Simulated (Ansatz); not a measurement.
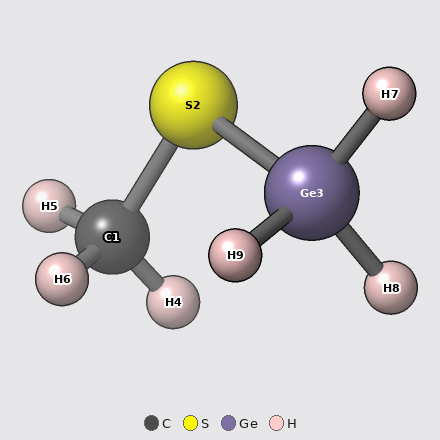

The system is CH6GeS, SMILES C[S][GeH3]; the picture shows the reference structure. First axis: bond length Ge3–H7. Second axis: bond length Ge3–H9. Nothing is relaxed (all other coordinates rigid). Grid: 15 × 15 points. Points are written as (first, second). Energies are in kJ/mol, from the relaxed molecule at the same level. The calculation used RKS r2SCAN0-D4/def2-TZVP (Ansatz 0.2.0).

Its coordinates:

```xyz
9

C    -0.7293    1.0300   -0.8804
S     0.9967    0.4907   -0.7738
Ge    0.7910   -1.0057    0.8297
H    -1.3815    0.2080   -1.1592
H    -0.7727    1.7887   -1.6550
H    -1.0632    1.4668    0.0559
H     2.1798   -1.5888    1.0681
H    -0.1901   -2.0995    0.3974
H     0.2578   -0.3367    2.1002
```

Range: bond length Ge3–H7 from 1.342 to 1.906 Å; bond length Ge3–H9 from 1.348 to 1.915 Å.

> What landscape does the calculation give?

The lowest grid point is at (1.543 Å, 1.550 Å), 0.5 kJ/mol from the relaxed molecule at the same level. No other kind of well shows on this grid. The highest grid point, (1.906 Å, 1.915 Å), lies 148 kJ/mol above the lowest. Round the minimum the contours are nearly round: the two directions are equally stiff and uncoupled.

| bond length Ge3–H9 ↓, bond length Ge3–H7 → | 1.342 | 1.382 | 1.423 | 1.463 | 1.503 | 1.543 | 1.584 | 1.624 | 1.664 | 1.705 | 1.745 | 1.785 | 1.826 | 1.866 | 1.906 |
| --- | --- | --- | --- | --- | --- | --- | --- | --- | --- | --- | --- | --- | --- | --- | --- |
| 1.915 | 111 | 95 | 83 | 76 | 73 | 73 | 76 | 80 | 87 | 95 | 104 | 114 | 125 | 136 | 148 |
| 1.874 | 99 | 83 | 72 | 65 | 62 | 61 | 64 | 69 | 75 | 83 | 92 | 102 | 113 | 125 | 136 |
| 1.834 | 89 | 72 | 61 | 54 | 51 | 51 | 53 | 58 | 64 | 72 | 81 | 91 | 102 | 114 | 126 |
| 1.793 | 78 | 62 | 50 | 43 | 40 | 40 | 42 | 47 | 53 | 61 | 71 | 81 | 92 | 103 | 115 |
| 1.753 | 68 | 52 | 40 | 34 | 30 | 30 | 33 | 37 | 44 | 52 | 61 | 71 | 82 | 93 | 105 |
| 1.712 | 59 | 43 | 32 | 25 | 21 | 21 | 24 | 28 | 35 | 43 | 52 | 62 | 73 | 85 | 96 |
| 1.672 | 52 | 35 | 24 | 17 | 14 | 14 | 16 | 21 | 27 | 35 | 44 | 54 | 66 | 77 | 89 |
| 1.631 | 45 | 29 | 18 | 11 | 8 | 7 | 10 | 15 | 21 | 29 | 38 | 48 | 59 | 71 | 83 |
| 1.591 | 41 | 25 | 13 | 6 | 3 | 3 | 5 | 10 | 16 | 25 | 34 | 44 | 55 | 66 | 78 |
| 1.550 | 39 | 22 | 11 | 4 | 1 | 1 | 3 | 8 | 14 | 22 | 31 | 41 | 52 | 64 | 76 |
| 1.510 | 39 | 22 | 11 | 4 | 1 | 1 | 3 | 8 | 14 | 22 | 31 | 41 | 53 | 64 | 76 |
| 1.469 | 42 | 26 | 14 | 7 | 4 | 4 | 6 | 11 | 17 | 25 | 35 | 45 | 56 | 67 | 79 |
| 1.429 | 49 | 32 | 21 | 14 | 11 | 11 | 13 | 18 | 24 | 32 | 41 | 51 | 62 | 74 | 86 |
| 1.388 | 60 | 44 | 32 | 25 | 22 | 22 | 24 | 29 | 35 | 43 | 52 | 62 | 74 | 85 | 97 |
| 1.348 | 76 | 59 | 48 | 41 | 38 | 38 | 40 | 45 | 51 | 59 | 68 | 78 | 89 | 101 | 113 |

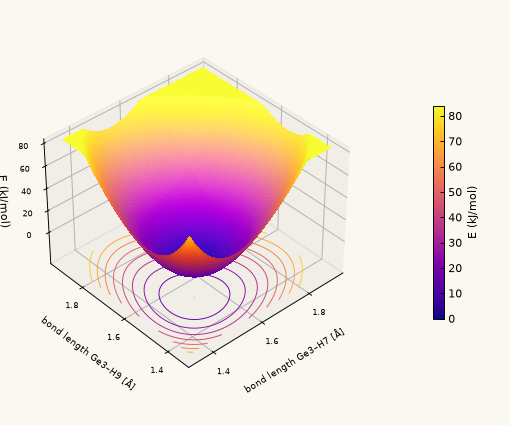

In the figure: a relief with its contours projected below, any walls above the top of the colour scale cut off. Between grid points the surface is interpolated.

The whole map (225 points run) took 12 min on 1 thread of AMD EPYC 9R45 (Zen 5) (shared host).
